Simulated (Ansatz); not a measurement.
# One shape, several levels: [PO2]+ (SMILES O=[P+]=O)

Aim: a comparison of 6 runs (HF/STO-3G, PBE/STO-3G, PBE0/STO-3G, UMP2/STO-3G, CCSD(T)/STO-3G, FCI/STO-3G) of [PO2]+. 

The results are computed with Ansatz 0.2.0.

20 further runs of the same task are left out: 18 that didn't finish, 2 set aside as unsound or not needed.

**1. The molecule**

The species is [PO2]+ (3 atoms), meant as a singlet with charge +1. As SMILES, `O=[P+]=O`. The P2–O1 distance was set to 3.518 Å, away from the relaxed value. At this shape a bond of the SMILES string is far longer than usual.

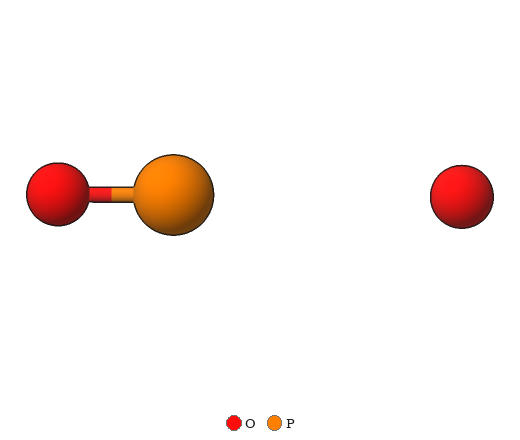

The structure, seen from a chosen angle (oxygen red, phosphorus orange).

**2. The energy at HF/STO-3G (run 1)**

Input file in.yaml:

```yaml
crystal:
  periodic: [false, false, false]
  atoms:
    - symbol: O
      position_ang: [1.980404, 2.565096, 1.369956]
    - symbol: P
      position_ang: [0.000230, -0.000210, 0.000340]
    - symbol: O
      position_ang: [-0.792520, -1.025690, -0.548520]
basis:
  gaussian: {orbitals: STO-3G}
total_charge: 1
hamiltonian: {xc: hf}
accuracy: high
```

The run is started by

```sh
$ ansatz run in.yaml --threads 1 --pin off --max-ram 2610MiB --events-out events.jsonl --progress --plain --runs-dir runs
```

Standard output:

```text
Warning: RAYON_NUM_THREADS=1 ignored (pool sized by the plan → 1); use --threads N
Functional definition: HF
  name "HF"
  exchange = exact_x
  correlation = 0
302 factors; integrals over basis functions are off by at most 2.2e-8 eV
mean field evaluation 1: about -13168.4597 eV, gradient 4.0e1 eV
mean field evaluation 2: about -13168.4770 eV, gradient 4.0e1 eV
mean field evaluation 4: about -13174.6396 eV, gradient 4.1e0 eV
mean field evaluation 8: about -13174.6842 eV, gradient 9.8e-2 eV
mean field evaluation 16: about -13174.7066 eV, gradient 4.6e-5 eV
mean field evaluation 32: about -13174.7066 eV, gradient 4.8e-7 eV
mean field evaluation 64: about -13174.7066 eV, gradient 2.5e-6 eV
mean field evaluation 96: about -13174.7066 eV, gradient 2.5e-6 eV
mean field evaluation 128: about -13174.7066 eV, gradient 2.5e-6 eV
mean field evaluation 160: about -13174.5863 eV, gradient 1.7e-2 eV
mean field evaluation 192: about -13174.6926 eV, gradient 1.7e-1 eV
mean field -13174.70662757 eV, -484.1615384264 hartree, gradient 4.7e-8 eV, S^2 0.000000; 5 other end points of the search recorded, 0 dependent functions left out
reference -13174.70662757 eV, -484.1615384264 hartree; 15, 15 occupied and 4, 4 virtual orbitals, 302 factors
Total energy: -13174.70662757 eV, -484.1615384264 hartree
```

Wall time 0.62 s (1 thread of Arm Neoverse V1, shared host).

**3. The energy at PBE/STO-3G (run 2)**

Input file input.yaml:

```yaml
crystal:
  periodic: [false, false, false]
  atoms:
    - {symbol: O, position_ang: [1.980404, 2.565096, 1.369956]}
    - {symbol: P, position_ang: [0.000230, -0.000210, 0.000340]}
    - {symbol: O, position_ang: [-0.792520, -1.025690, -0.548520]}
basis:
  gaussian:
    orbitals: STO-3G
total_charge: 1
hamiltonian:
  xc: pbe
accuracy: high
```

The run is started by

```sh
$ ansatz run input.yaml --threads 1 --pin off --max-ram 2610MiB --events-out events.jsonl --progress --plain --runs-dir runs
```

Standard output, shortened:

```text
Warning: RAYON_NUM_THREADS=1 ignored (pool sized by the plan → 1); use --threads N
Functional definition: PBE
  name "PBE"
[...]
302 factors; integrals over basis functions are off by at most 2.2e-8 eV
[...]
mean field -13197.30849547 eV, -484.9921417517 hartree, gradient 1.4e-8 eV, S^2 0.000000; 10 other end points of the search recorded, 0 dependent functions left out
reference -13197.30849667 eV, -484.9921417956 hartree; 15, 15 occupied and 4, 4 virtual orbitals, 302 factors
Total energy: -13197.30849667 eV, -484.9921417956 hartree
```

It took 52 s on 1 thread of Arm Neoverse V1, shared host.

Runs 3 to 5 aren't shown in full; the table further down has their settings and results.

**4. The energy at FCI/STO-3G (run 6)**

Input file molecule.yaml:

```yaml
crystal:
  periodic: [false, false, false]
  atoms:
    - symbol: O
      position_ang: [1.980404, 2.565096, 1.369956]
    - symbol: P
      position_ang: [0.000230, -0.000210, 0.000340]
    - symbol: O
      position_ang: [-0.792520, -1.025690, -0.548520]
basis:
  gaussian:
    orbitals: STO-3G
total_charge: 1
magnetization:
  spin_polarized: false
  initial_magnetization: 0
correlation:
  method: fci
  frozen_orbitals: {O: 1, P: 5}
accuracy: high
```

The run is started by

```sh
$ ansatz run molecule.yaml --threads 1 --pin off --max-ram 2610MiB --events-out events.jsonl --progress --plain --runs-dir runs
```

Standard output, shortened:

```text
Warning: RAYON_NUM_THREADS=1 ignored (pool sized by the plan → 1); use --threads N
Functional definition: HF
  name "HF"
[...]
302 factors; integrals over basis functions are off by at most 2.2e-8 eV
[...]
mean field -13174.70662757 eV, -484.1615384264 hartree, gradient 4.7e-8 eV, S^2 0.000000; 8 other end points of the search recorded, 0 dependent functions left out; unrestricted orbitals would lower it
[...]
unrestricted determinant -13177.44886550 eV, -484.2623138116 hartree, S^2 1.4413
7 core orbitals not correlated: weight in the atoms' cores, before any rotation towards them, 1.000 or more for the frozen orbitals, at most 0.000 for the correlated occupied ones
reference -13174.70662757 eV, -484.1615384264 hartree; 8, 8 occupied and 4, 4 virtual orbitals, 302 factors
state -13180.45649623 eV, -484.3728422021 hartree
Total energy: -13180.45649623 eV, -484.3728422021 hartree
```

Wall time 2.5 s (1 thread of Arm Neoverse V1, shared host).

**5. The series**

```csv
run,level,frozen core orbitals,energy (Eh),wall time
1,HF/STO-3G,–,-484.161538,0.62 s
2,PBE/STO-3G,–,-484.992142,52 s
3,PBE0/STO-3G,–,-485.047554,22 s
4,UMP2/STO-3G,7,-484.378742,1.2 s
5,CCSD(T)/STO-3G,7,-484.371691,1.1 s
6,FCI/STO-3G,7,-484.372842,2.5 s
```

**6. Outcome**

| quantity | value |
| --- | --- |
| run 6: total energy | -484.37284 Eh |
| run 6: correlation energy (7 core orbitals frozen) | -211.3 mEh |

What this shows: Against full CI in this basis: HF +211.3 mEh; UMP2 -5.9 mEh; CCSD(T) +1.2 mEh. Totals of different functionals can't be ranked against each other. In run 5 the log says that unrestricted orbitals would lower the reference, so the values rest on an unstable closed-shell determinant (other closed-shell runs at this shape may share the fault). In runs 1, 2, 3, 4, 5, 6 the basis is minimal, so the values are rough. Spin contamination of the reference: run 4 ⟨S²⟩ = 1.44. Where it is this large, the reference is a mixture of spin states, and values that rest on it are in doubt. All runs together took 79 s, the longest 52 s.
